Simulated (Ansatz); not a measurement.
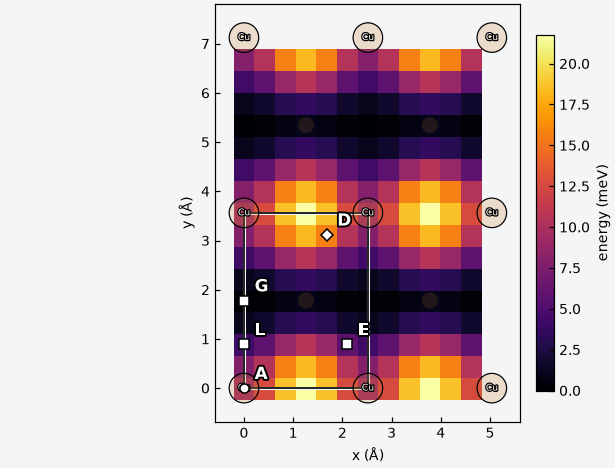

CO on a Cu(110) slab cut from the Fm-3m phase, its upper half relaxed before the scan (10 atoms of substrate and one adsorbate in a 2 × 1 cell). CO (O end down) is moved over the surface cell at a fixed height above a rigid substrate; the origin of the map has the adsorbate above Cu9; the height is held at 2.70 Å. Places are given modulo a cell vector. The map is drawn in real space over the plane of the surface. The grid has 6 × 8 points; 20 points were computed and 28 follow by symmetry. Places are given in fractions of the 1 × 1 surface cell. Energies: meV, counted from the lowest grid point. At a fixed height the lowest place need not be the adsorption site. The runs have no spin polarisation; a magnetic state may lie lower. The calculation used Ansatz 0.2.0, DFT PBE+D3(BJ), scalar-relativistic, plane waves, PAW. Settings: cutoff 420 eV, k-mesh 5×8×1, gaussian smearing 0.1 eV, no spin polarisation.

In the figure: one coloured cell a grid point, labelled circles for the atoms of the top layer and small ones for the second layer, the outline of one cell of the 2 × 2 shown, lettered points.

Q: Is G the lowest point of the computed grid?

A: Yes. G, at the trough between two rows of top atoms, (0/6, 4/8) of the cell vectors, has the lowest energy of the grid.

Q: What kind of point is each of A, D, E, G: minimum, saddle, maximum or slope?

A: A: saddle point; D: on a slope; E: on a slope; G: minimum. (In these two coordinates alone; a stationary point may lie a little off the grid point.)

Q: Rank the lettered points by energy, lowest first.

A: G (0.0 meV), L (4.2 meV), E (5.8 meV), A (9.5 meV), D (15.7 meV).

PAW datasets: the set soft_1.
